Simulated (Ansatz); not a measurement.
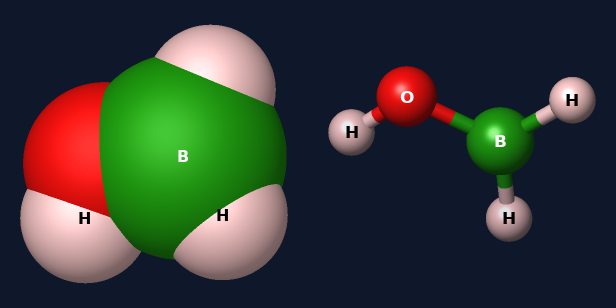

Two views of one molecule.

The computed structure is the end point of a PBE0-D4/def2-TZVP optimisation.

Identify the structure.

The molecule is BH₃O. This geometry has Cs symmetry. All atoms lie on one plane. Coordination: 1 B trigonal planar; 1 O bent.

The parts below concern this one geometry. Atoms keep their numbers from picture to picture.

**Thermal motion**

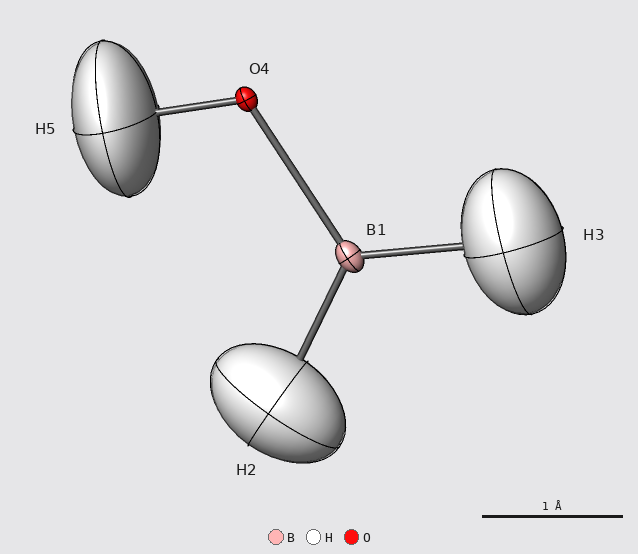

Displacement ellipsoids at the 50 % level, enlarged 3 times, from the internal vibrations of the free molecule (harmonic, no overall translation or rotation; no half-axis is drawn under 0.075 Å). Vibrations computed with RKS PBE0-D4/def2-TZVP (Ansatz 0.2.0). Temperature: 298 K.

List U_eq and the three principal root-mean-square amplitudes for each kind of atom.

```tsv
atom	U_eq (Å²)	rms amplitudes (Å)
B1	0.00050	0.019, 0.020, 0.027
H2	0.0091	0.079, 0.089, 0.115
H3	0.0095	0.078, 0.095, 0.115
O4	0.00020	0.011, 0.011, 0.020
H5	0.0115	0.065, 0.122, 0.124
```

**Electronic properties**

Properties computed with RKS PBE0-D4/def2-TZVPP (Ansatz 0.2.0).

Computed properties:

- HOMO energy (Kohn–Sham orbital): −8.86 eV
- LUMO energy (Kohn–Sham orbital): −0.42 eV
- HOMO–LUMO gap: 8.44 eV

**Dipole moment**

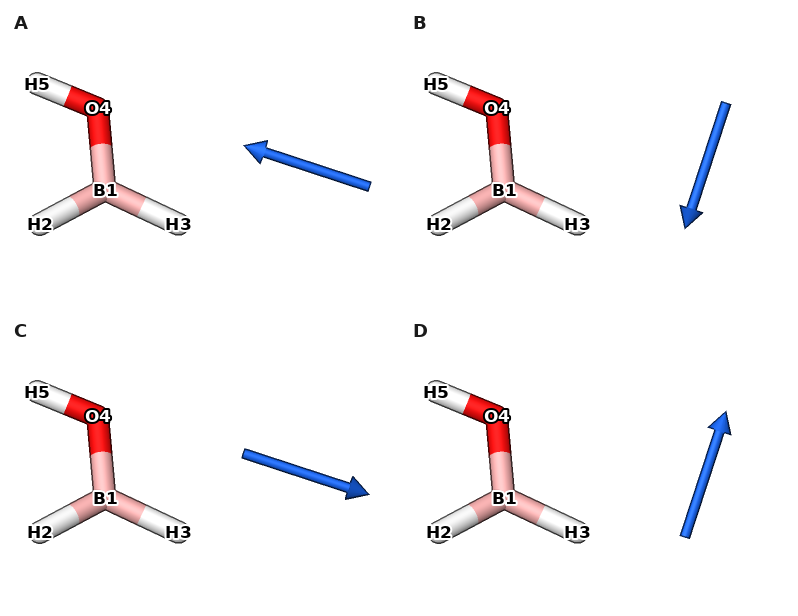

The same molecule four times, each with an arrow. Level of theory: RKS PBE0-D4/def2-TZVP (Ansatz 0.2.0).

> Which arrow points along the dipole moment, from the negative to the positive end?

A. The dipole moment is 1.61 D; it points from the side of H3 to the side of H5 (the outermost atoms at the two ends).

**Charges**

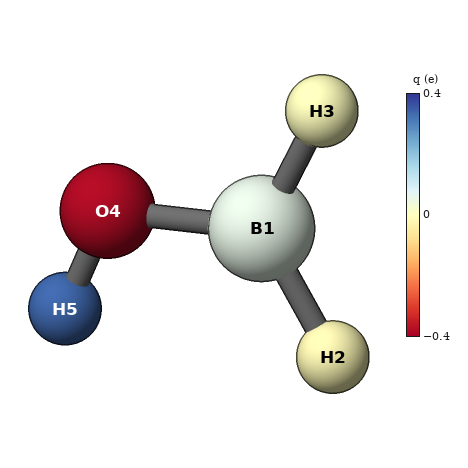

Atoms are coloured by their Mulliken charges. Level of theory: RKS PBE0-D4/def2-TZVP (Ansatz 0.2.0).

> Which atom carries the highest charge (most positive or least negative)?

H5 (0.33 e).

> And the lowest?

O4 (−0.38 e).

List the Mulliken charges.

| atom | value (e) |
| --- | --- |
| B1 | 0.06 |
| H2 | −0.01 |
| H3 | 0.00 |
| O4 | −0.38 |
| H5 | 0.33 |

Mulliken values depend strongly on the basis set and can even reverse the polarity of a bond.
